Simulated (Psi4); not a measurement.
# HOF (hypofluorous acid): r2SCAN/def2-SVP (ints tolerance 1e-06, sweep point 3)

Aim: the vertical ionisation energy of HOF (hypofluorous acid) at r2SCAN/def2-SVP (ints tolerance 1e-06, sweep point 3), from 2 runs. 

The results are computed with Psi4 1.11.

4 further runs of the same task are left out: 4 set aside as unsound or not needed.

### 1 The molecule

The species is HOF (3 atoms), meant as a singlet with charge 0. SMILES: `OF`. The shape is that of a GFN2-xTB optimisation.

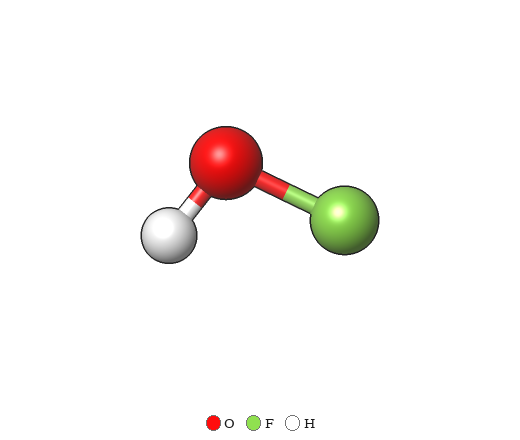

Viewed from a chosen angle; oxygen red, fluorine green, hydrogen white.

### 2 The energy at r2SCAN/def2-SVP (ints tolerance 1e-06, sweep point 3)

File job.inp:

```
memory 1600 mb

molecule {
  O      0.414430    -0.197140     0.208800
  F     -0.212000     1.020440    -0.004820
  H     -0.202430    -0.823300    -0.203980
  symmetry c1
}

set globals {
  puream true
  scf_type direct
  dft_radial_points 99
  dft_spherical_points 590
  ints_tolerance 1e-06
  maxiter 60
}

energy('r2scan/def2-SVP')
print_variables()
```

Run with:

```console
$ psi4 -n 1 job.inp job.out
```

job.out:

```text
[...]
  Running in c1 symmetry.
[...]
  Nuclear repulsion =   34.420598141556617
[...]
  Multiplicity = 1
[...]
  Nalpha       = 9
  Nbeta        = 9
[...]
    Number of basis functions: 33
[...]
   @DF-RKS iter   1:  -175.26382889250962   -2.33109e-01   1.07707e-02 DIIS/ADIIS
[...]
   @RKS iter  10:  -175.31004272712374   -9.83027e-09   4.07775e-07 DIIS
[...]
    Orbital Energies [Eh]
    ---------------------
    Doubly Occupied:
       1A    -24.524084     2A    -19.052140     3A     -1.199800
       4A     -0.904983     5A     -0.540437     6A     -0.452622
       7A     -0.424639     8A     -0.326241     9A     -0.259890
[...]
  @RKS Final Energy:  -175.31004272712374
   => Energetics <=
    Nuclear Repulsion Energy =             34.4205981415566171
    One-Electron Energy =                -311.6433802936446114
    Two-Electron Energy =                 121.1783212479765837
    DFT Exchange-Correlation Energy =     -19.2655818230123579
    Empirical Dispersion Energy =           0.0000000000000000
    VV10 Nonlocal Energy =                  0.0000000000000000
    Total Energy =                       -175.3100427271237436
[...]
 Multipole Moments:
 ------------------------------------------------------------------------------------
     Multipole            Electronic (a.u.)      Nuclear  (a.u.)        Total (a.u.)
 ------------------------------------------------------------------------------------
 L = 1.  Multiply by 2.5417464519 to convert [e a0] to [Debye]
 Dipole X            :         -0.3770069           -0.0795225           -0.4565294
 Dipole Y            :          1.0961620           -1.7430680           -0.6469060
 Dipole Z            :          0.0000000            0.0000000            0.0000000
 Magnitude           :                                                    0.7917742
[...]
```

Run time: 4.5 s. Hardware: 1 thread of AMD EPYC 9R45 (Zen 5), shared host; peak memory 0.6 GiB.

### 3 The doublet cation at the same level

File fho.in:

```
memory 1.6 GB

molecule molecule1 {
  1 2
  O      0.414430    -0.197140     0.208800
  F     -0.212000     1.020440    -0.004820
  H     -0.202430    -0.823300    -0.203980
  units angstrom
  symmetry c1
}

set {
  reference            uks
  puream               true
  scf_type             direct
  dft_radial_points    99
  dft_spherical_points 590
  ints_tolerance       1e-06
  maxiter              150
}

energy("r2scan/def2-SVP")
```

Run with:

```console
$ psi4 -i fho.in -o fho.out -n 1
```

fho.out:

```text
[...]
  Running in c1 symmetry.
[...]
  Nuclear repulsion =   34.420598141556617
[...]
  Multiplicity = 2
[...]
  Nalpha       = 9
  Nbeta        = 8
[...]
    Number of basis functions: 33
[...]
   @DF-UKS iter   1:  -174.81152536361498    2.19195e-01   9.92402e-03 ADIIS/DIIS
[...]
   @UKS iter  12:  -174.85192765976953   -1.06083e-08   9.42165e-07 DIIS
[...]
   @S^2 Observed:                7.534321390E-01
[...]
    Orbital Energies [Eh]
    ---------------------
    Alpha Occupied:
       1A    -25.006041     2A    -19.586154     3A     -1.664613
       4A     -1.379930     5A     -0.986703     6A     -0.911160
       7A     -0.899441     8A     -0.768276     9A     -0.764970
    Alpha Virtual:
      10A     -0.517776    11A     -0.253532    12A      0.223859
      13A      0.441172    14A      0.492350    15A      0.499892
      16A      0.679784    17A      0.755095    18A      0.773112
      19A      0.849502    20A      1.026260    21A      1.168750
      22A      1.184967    23A      1.793838    24A      1.917994
      25A      2.062520    26A      2.239645    27A      2.422205
[...]
  @UKS Final Energy:  -174.85192765976953
   => Energetics <=
    Nuclear Repulsion Energy =             34.4205981415566171
    One-Electron Energy =                -303.4839988785863625
    Two-Electron Energy =                 112.9927895786279066
    DFT Exchange-Correlation Energy =     -18.7813165013677157
    Empirical Dispersion Energy =           0.0000000000000000
    VV10 Nonlocal Energy =                  0.0000000000000000
    Total Energy =                       -174.8519276597695296
[...]
 Multipole Moments:
 ------------------------------------------------------------------------------------
     Multipole            Electronic (a.u.)      Nuclear  (a.u.)        Total (a.u.)
 ------------------------------------------------------------------------------------
 L = 1.  Multiply by 2.5417464519 to convert [e a0] to [Debye]
 Dipole X            :         -0.2786136           -0.0795225           -0.3581361
 Dipole Y            :          0.5775830           -1.7430680           -1.1654850
 Dipole Z            :         -0.0000000            0.0000000           -0.0000000
 Magnitude           :                                                    1.2192690
[...]
```

Run time: 7.2 s. Hardware: 1 thread of AMD EPYC 9R45 (Zen 5), shared host; peak memory 0.59 GiB.

### 4 Summary of results

Level: r2SCAN/def2-SVP (ints tolerance 1e-06, sweep point 3).

```
                                          quantity          value
                         singlet HOF: total energy  -175.31004 Eh
                        singlet HOF: dipole moment         2.01 D
                          singlet HOF: HOMO energy       -7.07 eV
                          singlet HOF: LUMO energy       -1.43 eV
                        singlet HOF: HOMO–LUMO gap        5.64 eV
                      doublet cation: total energy  -174.85193 Eh
doublet cation: HOMO energy (highest over α and β)      -20.39 eV
 doublet cation: LUMO energy (lowest over α and β)      -17.65 eV
                              doublet cation: ⟨S²⟩          0.753
vertical ionisation energy (to the doublet cation)      12.466 eV
```

The vertical ionisation energy comes to 12.47 eV (287 kcal/mol). The negative HOMO energy of the first species, 7.07 eV, lies 5.39 eV below that difference.
